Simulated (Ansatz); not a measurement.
Nudged elastic band of GeH3ClO (part 2 of 2)

GeH3ClO; RKS PBE/def2-SVP (Ansatz 0.2.0). The run did not end well. It belongs to a series of runs on one base structure; here: band between the two ends.

Geometry of the input (Å):
```
Ge 0.3385  0.0001  0.0570
O  0.6692  -0.1380  1.8096
H  -0.1572  -0.1641  2.3278
H  1.7333  -0.0031  -0.5980
H  -0.5523  1.2284  -0.2653
Cl -0.7740  -1.7514  -0.6278
```

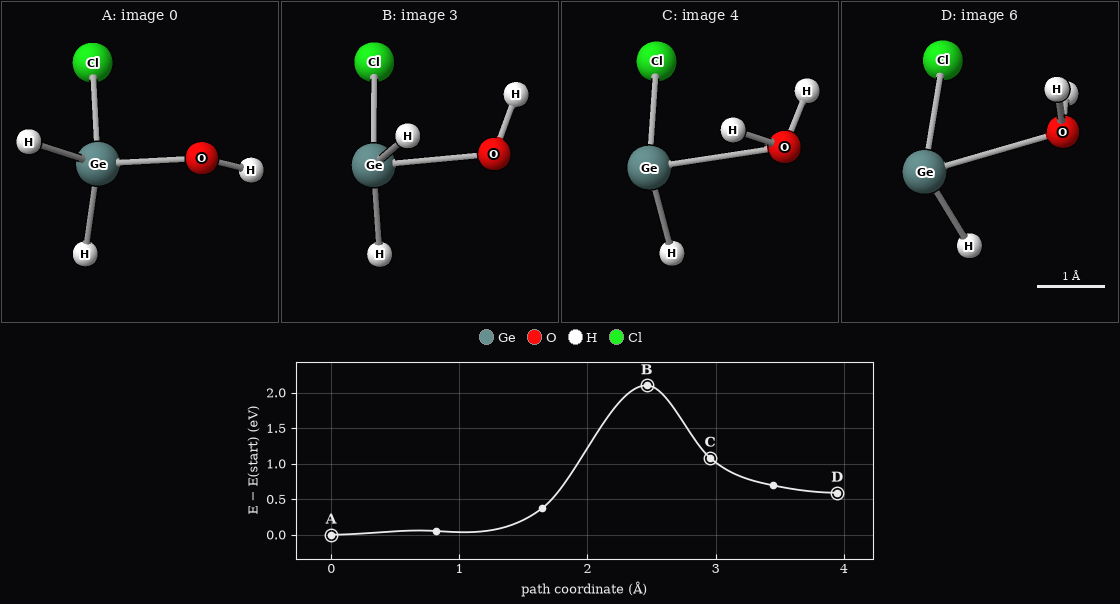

Images of the last band (counted from 0; ball-and-stick, seen at a tilt) above the energy along the path; the line is a cubic interpolation that uses the forces. The highest image is number 3, 2.101 eV above the start and 1.511 eV above the end (the climbing image); the end lies 0.590 eV above the start. The path is 3.95 Å long. The band had not converged after 60 iterations.

```
Unfinished report: {"positions_ang":[[0.23660612737814743,0.09482613754042059,-0.35069415223835376],[0.6878166088841174,0.20993585061320374,1.6171802230726067],[0.5251366832382836,-0.6837757066917309,1.9930226694814477],[1.607265512698012,-0.06926690726478153,0.5035329412857372],[-0.7418228626290428,1.3009580431409133,-0.5772375334019768],[-1.0574020695695165,-1.6807774173380259,-0.48250214819946274]],"unchecked":["starts","cluster_reference","orbital_swaps","neighbouring_geometries","increment"],"mean_field":{"relativity":"none","state":{"energy":{"ev":-71107.55806947516,"hartree":-2613.1545606192385},"converged":true,"gradient_ev":0.00005498035446501388,"stability":{"kind":"minimum","curvature_ev":66.52796659593226},"curvature_floor_ev":0.00030000000000000003,"spin_squared":-3.552713678800501e-15},"others":[],"fillings":{"estimated":0,"unestimated":0,"tried":0,"untried":0,"excluded_magnetic_sites":0},"n_dropped_functions":0,"n_trapped_functions":0,"passes":{"evaluations":2,"products":17},"factors":{"origin":"density fitting in generated functions","count":863,"bound_ev":null},"gradient_stop_ev":0.00009,"reference_kind":"stationary","functional":{"name":"PBE","citations":["Perdew, Burke & Ernzerhof, Phys. Rev. Lett. 77, 3865 (1996) doi:10.1103/PhysRevLett.77.3865"],"text":"name \"PBE\"\ncite \"Perdew, Burke & Ernzerhof, Phys. Rev. Lett. 77, 3865 (1996) doi:10.1103/PhysRevLett.77.3865\"\nparent pbe\nparameter kappa = 0.804\nparameter beta = 0.06672455060314922\nexchange = pbe_x(kappa = kappa, mu = beta*pi^2/3)\ncorrelation = pbe_c(beta = beta)\n","parameters":{"beta":{"value":0.06672455060314922,"default":0.06672455060314922},"kappa":{"value":0.804,"default":0.804}},"final_grid":{"core_spheres":13.0,"valence_spheres":11.0,"degree":36.0},"final_grid_parameter_source":"default","radial_points_factor":1.0,"radial_grid_error_ev":3.125828648923977e-7,"grid_sensitivity":"normal","grid_sensitivity_ratio":0.001870803151768979},"unsmoothed_excess_ev":-0.00002869585603369047,"symmetry":{"irreps":["A"],"axes":[[0.999874661856143,-0.0005216568983586395,-0.015823667468194993],[0.0005974272058646409,0.9999883778229312,0.004784067285913822],[0.01582098792102789,-0.004792921149242173,0.9998633527877995]],"occupied":[{"A":30},{"A":30}]},"density_repulsion":{"missed_ev":0.00008142864521651657,"excess_ev":0.00008142864521651657,"most_excess_ev":0.00078,"are_drawn_again":false,"n_first_factors":863,"energy_change_ev":0.0,"n_dropped_ends":0},"direct_passes":"host"},"factors":{"origin":"density fitting in generated functions","count":863,"bound_ev":null},"n_frozen":0,"n_occupied":[30,30],"n_virtual":[49,49],"reference":{"ev":-71107.55806947516,"hartree":-2613.1545606192385},"total":{"ev":-71107.55806947516,"hartree":-2613.1545606192385},"forces_ev_per_angstrom":[[-0.0029700481540589014,-0.009296236986375096,-0.006511604329453538],[-0.012194616618307001,-0.0037471488118386164,0.0023078462641820865],[0.015453707153411114,0.001351283605861867,-0.012301530467239906],[-0.0018577560260986399,0.012085924754303413,0.012258095786927738],[0.010777075056965771,0.0014092280689217865,0.0019267970217819901],[-0.009208361416104264,-0.001803050642100698,0.002320395707889145]],"charge_distribution":{"dipole_moment_e_ang":[0.1761037549815403,0.02393654166337262,0.020263422227988603],"mulliken_charges_e":[0.31100360926359727,-0.3548715354733183,0.18142731951197577,0.15049914677595477,-0.043011029654684396,-0.2450475104235572],"lowdin_charges_e":[-0.09206763800411011,0.004469581034060255,-0.015527246934966765,0.067004051887943,-0.06074529890147118,0.09686655091850938]},"n_threads":1,"memory_gib":1.7045454550534487,"seconds":{"hamiltonian":0.752280471,"orbitals":0.0,"second_order":0.0,"solver_start":0.0,"cycles":0.0,"cycle":0.0,"perturbative":0.0,"full_ci_increment":0.0,"forces":0.0}}
this run last wrote the band of iteration 60 to [file]
Error: NEB band did not converge after 60 iterations: max|band force component| = 1.17e-1 eV/Å (threshold 3.0e-2); raise `neb.max_iterations` in a new run, which can start from the last band evaluated (`neb.initial_path`, with `crystal.atoms` and `neb.final_atoms` set to its first and last images), add images, or start from endpoints closer to local minima. Where this run's directory can be resumed (`checkpoint.write`), a resume goes on for up to `neb.max_iterations` more; to start a new run from the last band, take its images' positions from the `neb_iteration` event of iteration 60 (`data.images[].positions_ang`), in the event stream of the run that computed that iteration (not this run's, if it was resumed behind it). With `checkpoint.write`, `steps/00-neb/state/checkpoint.json` in the run directory holds the last saved band, under `neb.evaluated.images[].positions_ang` (a band under a hybrid functional on support functions is neither saved nor resumed: `neb.initial_path` says where its path is): check the last entry of `neb.iterations` there, which is earlier than 60 if that iteration was not saved or its write failed. If the band's step has no `state` directory and holds `state.next`, a write was cut short, and the file is under `state.next` instead (behind a loss of power it can be under `state.prev`)
this run wrote the band of iteration 60 to [file] as well, whether or not its events were kept: a new run's `neb.initial_path` can list its `images[].positions_ang`
a run's events are kept only if it was started with --events-out <file>, and are in that file
```

The last band as extended XYZ (Å, eV, eV/Å):
```
6
Properties=species:S:1:pos:R:3:forces:R:3 image=0 energy=-71109.65950
Ge    0.3385    0.0001    0.0570   -0.0011  -0.0001   0.0013
O     0.6692   -0.1380    1.8096   -0.0012   0.0002  -0.0001
H    -0.1572   -0.1641    2.3278    0.0011  -0.0003  -0.0010
H     1.7333   -0.0031   -0.5980    0.0006  -0.0004  -0.0005
H    -0.5523    1.2284   -0.2653    0.0000  -0.0002  -0.0001
Cl   -0.7740   -1.7514   -0.6278    0.0006   0.0008   0.0004
6
Properties=species:S:1:pos:R:3:forces:R:3 image=1 energy=-71109.60810
Ge    0.3245    0.0833    0.0675   -0.0648   0.0005  -0.0554
O     0.3154    0.2122    1.8565    0.1114  -0.0022  -0.0612
H     0.1012   -0.6460    2.2735    0.0861   0.0413  -0.1060
H     1.7126   -0.0716   -0.6217    0.0112  -0.0436   0.2714
H    -0.4166    1.3312   -0.4580   -0.0908   0.0194  -0.0006
Cl   -0.7795   -1.7372   -0.4146   -0.0530  -0.0154  -0.0482
6
Properties=species:S:1:pos:R:3:forces:R:3 image=2 energy=-71109.28872
Ge    0.2221    0.0893   -0.0079   -0.0536  -0.0112   0.7019
O     0.2986    0.2511    1.7783   -0.7814   0.0342   0.3525
H     0.5343   -0.6423    2.0965    0.0431   0.1245   0.2173
H     1.7403   -0.1316   -0.0426    0.2715  -0.1267  -1.1893
H    -0.5703    1.2821   -0.6006    0.3383  -0.0252   0.0115
Cl   -0.9674   -1.6767   -0.5204    0.1821   0.0044  -0.0939
6
Properties=species:S:1:pos:R:3:forces:R:3 image=3 energy=-71107.55804
Ge    0.2366    0.0948   -0.3507   -0.0030  -0.0093  -0.0065
O     0.6878    0.2099    1.6172   -0.0122  -0.0037   0.0023
H     0.5251   -0.6838    1.9930    0.0155   0.0014  -0.0123
H     1.6073   -0.0693    0.5035   -0.0019   0.0121   0.0123
H    -0.7418    1.3010   -0.5772    0.0108   0.0014   0.0019
Cl   -1.0574   -1.6808   -0.4825   -0.0092  -0.0018   0.0023
6
Properties=species:S:1:pos:R:3:forces:R:3 image=4 energy=-71108.57732
Ge    0.1960    0.1348   -0.6129   -0.0591   0.0833  -0.9959
O     0.8696    0.1615    1.5103    0.5318  -0.1180  -0.3569
H     0.5929   -0.6946    1.9142    0.0877   0.0616  -0.2381
H     1.5808   -0.0766    0.8138   -0.0963  -0.0409   1.3093
H    -0.8664    1.3126   -0.4838   -0.3122  -0.0096   0.1495
Cl   -1.1153   -1.6658   -0.4383   -0.1519   0.0236   0.1319
6
Properties=species:S:1:pos:R:3:forces:R:3 image=5 energy=-71108.96673
Ge    0.1134    0.2419   -0.7644   -0.0311   0.0498  -0.1409
O     0.9473    0.1337    1.3500    0.0086  -0.0071  -0.1118
H     0.5165   -0.6564    1.7488   -0.1116   0.0342  -0.1458
H     1.7924   -0.2130    1.0011    0.1895  -0.0644   0.2330
H    -1.0111    1.2917   -0.2882   -0.0701  -0.0327   0.0762
Cl   -1.1010   -1.6260   -0.3440    0.0147   0.0202   0.0893
6
Properties=species:S:1:pos:R:3:forces:R:3 image=6 energy=-71109.06923
Ge    0.0780    0.3268   -0.8094   -0.0065   0.0054   0.0069
O     0.9892    0.1280    1.2318    0.0172  -0.0057  -0.0306
H     0.3537   -0.6048    1.4466    0.0138  -0.0053   0.0022
H     1.8406   -0.3373    1.0970   -0.0227   0.0017   0.0253
H    -1.0256    1.2751   -0.1105   -0.0035   0.0042  -0.0042
Cl   -0.9783   -1.6159   -0.1523    0.0018  -0.0004   0.0004
```

Outcome:

- outcome: not converged
- barrier, forward (band not converged): 2.102 eV
- barrier, backward: 1.511 eV
- wall time: 4.4 min
- peak memory: 0.13 GiB

Diagnosis:

The run did not converge: “NEB band did not converge after 60 iterations: max|band force component| = 1.17e-1 eV/Å (threshold 3.0e-2); raise `neb.max_iterations` in a new run, which can start from the last band evaluated (`neb.initial_path`, with `crystal.atoms` and `neb.final_atoms` set to its first and last images), add images, or start from endpoints closer to local minima …” Its last values are not results.
